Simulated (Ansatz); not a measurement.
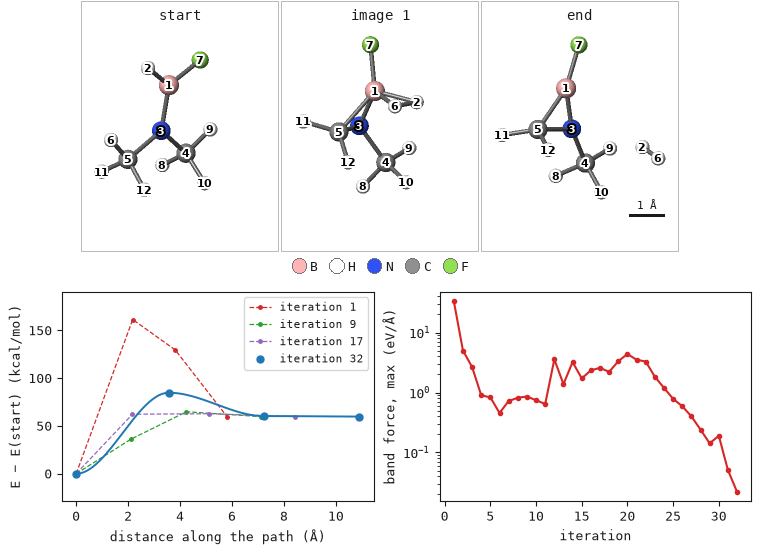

A nudged-elastic-band calculation for C2H7BFN. Images are numbered from 0 (start) to 3 (end). The plot follows the band through its iterations. A ball-and-stick model, seen from a free direction.

Level of theory: UKS B3LYP-D4/6-31G* (Ansatz). Set-up: 2 movable images; climbing image; force threshold 0.03 eV/Å; iteration limit 60; starting path through a guess of the saddle point.

Did the band converge, and can the barrier be trusted?

Answer. The run is converged, with reservations. The band converged in 32 iterations. The largest component of the band force went from 33 to 0.022 eV/Å. The climbing image converged on the top of the path. Its curvatures weren't checked. So few images resolve the path coarsely. The first iteration put the highest image at 161.5 kcal/mol. Forward barrier 84.8 kcal/mol, backward barrier 25.0 kcal/mol, with image 1 at the top; the reaction energy is +59.8 kcal/mol.
